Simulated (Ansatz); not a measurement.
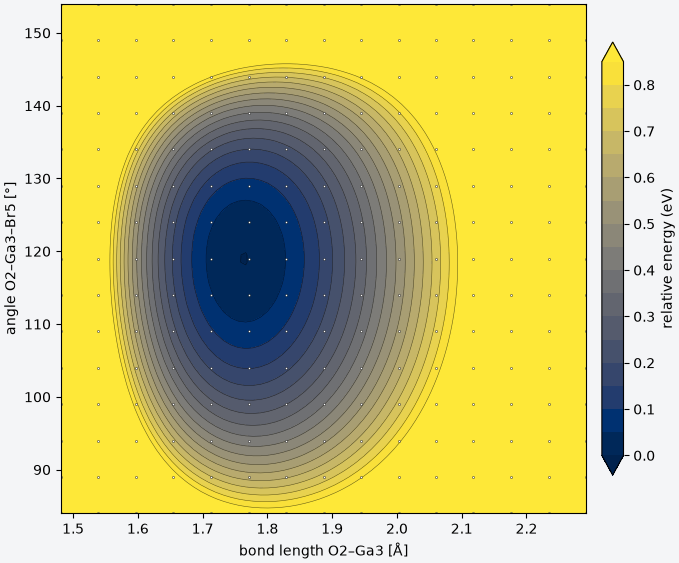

CH₃BrClGaO, SMILES C[O][Ga]([Cl])[Br]. The first coordinate is: bond length O2–Ga3; the second: angle O2–Ga3–Br5. Nothing is relaxed (all other coordinates rigid). Grid: 15 × 15 points. Points are written as (first, second). Energies: eV, counted from the lowest grid point. Method: RKS r2SCAN-D4/def2-SVP in Ansatz.

In the figure: filled contours, dots at the grid points, one colour for all values above the top of the scale. Between grid points the surface is interpolated.

Where is the minimum, and how stiff is the well along each coordinate?

Answer. The interpolated minimum is at bond length O2–Ga3 ≈ 1.763 Å, angle O2–Ga3–Br5 ≈ 119.0°. The curvatures there are about 27 eV/Å² and 4.6 eV/rad², with a cross term of about 0 eV/(Å·rad). Round the minimum the two coordinates are nearly uncoupled.
